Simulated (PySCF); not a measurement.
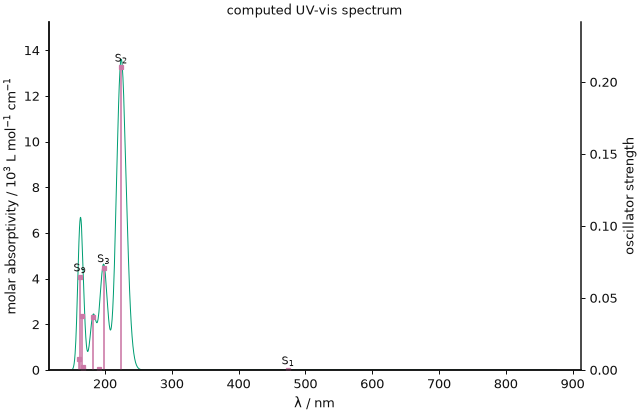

Computed absorption of C₃H₅FS, SMILES CC(=S)CF. Vertical TDDFT excitations, CAM-B3LYP/def2-SVPD, PySCF 2.14.0, at a PBE0-D3(BJ)/def2-SVP geometry (no frequency check), gas phase. The lowest 10 singlet states are shown; each is broadened by a Gaussian of 1/e half-width 0.25 eV. Sticks give oscillator strengths (right axis).

Where is the lowest singlet, and is it bright?

S1 lies at 2.62 eV (474 nm) with f = 0.000, mainly HOMO → LUMO (99 %); it is dark or nearly so.

Does any vertical transition fall in the visible?

1 singlet level lies below 3.1 eV (beyond 400 nm), with f below 0.001, so absorption there is weak.

Note: one conformer of a flexible molecule; core orbitals are frozen in the response.
